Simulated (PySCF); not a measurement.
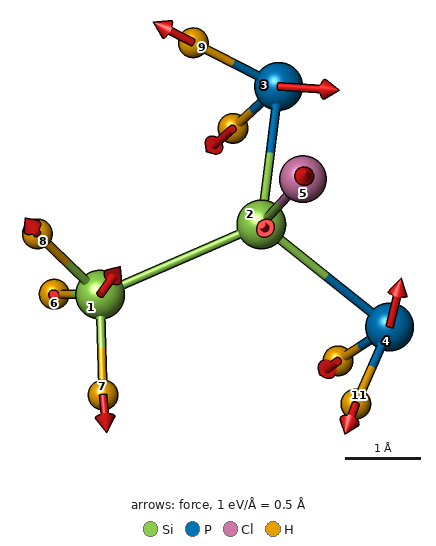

Starting geometry of Si2P2H7Cl with the computed forces as red arrows. Style: ball-and-stick. Shown at a tilt.

The start comes from GFN2-xTB. Its atoms were then displaced at random by about 0.01 Å.

The calculation used PBE0-D3(BJ)/def2-SVP geometry optimisation, gas phase (PySCF 2.14.0, density-fitted response routines). 

### What follows when this structure is relaxed?

It isn't relaxed: the largest force vector, on a P atom, is 1.90 eV/Å. The final displacements have little in common with the starting forces (cosine between the two patterns 0.11). The energy falls by 25.2 kJ/mol in 10 geometry steps. The largest move after the best rigid fit is that of an H atom, 0.46 Å. By element the largest moves are H 0.46 Å, Cl 0.15 Å, P 0.10 Å, Si 0.10 Å. Among the contacts that change: H–P 1.365 → 1.432 Å, H–Si 1.439 → 1.495 Å, H–P 1.383 → 1.430 Å, P–Si 2.306 → 2.264 Å. Among the angles between lasting bonds that change: P–Si–Cl 103.4° → 107.1°, Si–Si–P 117.8° → 114.2°, Si–Si–P 117.3° → 114.5°. The run took 85 s on 1 thread of Arm Neoverse V1, with other jobs on the host.
